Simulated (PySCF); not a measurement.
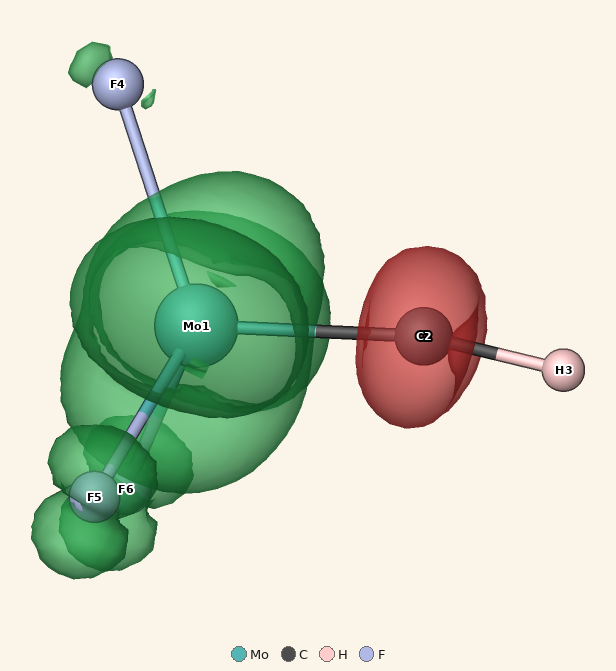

CHF$_{3}$Mo (charge −1, doublet). Isosurfaces of the spin density (α minus β) at +0.03 (green) and −0.03 e/Å³ (red), seen across its widest extent.

Geometry: BP86-D3(BJ)/ma-def2-SVP; core potentials replace the inner electrons of Mo.

Level of theory: DFT single point, gas phase, functional TPSSh (PySCF).

```yaml
atoms:
  - { symbol: Mo, position_ang: [-0.0269, 0.0014, -0.4931] }
  - { symbol: C, position_ang: [0.6866, 0.0006, 1.1084] }
  - { symbol: H, position_ang: [0.9375, 0.0004, 2.1852] }
  - { symbol: F, position_ang: [1.3586, 0.0015, -1.8617] }
  - { symbol: F, position_ang: [-1.4713, 1.3388, -0.5126] }
  - { symbol: F, position_ang: [-1.4728, -1.3345, -0.5129] }
```

Question: Describe the spin distribution.

Answer: The unpaired spin (1 electron) lies mostly on Mo1 (about 1.0), in electrons by Hirshfeld's partition, with opposite, polarisation-induced spin on C2.
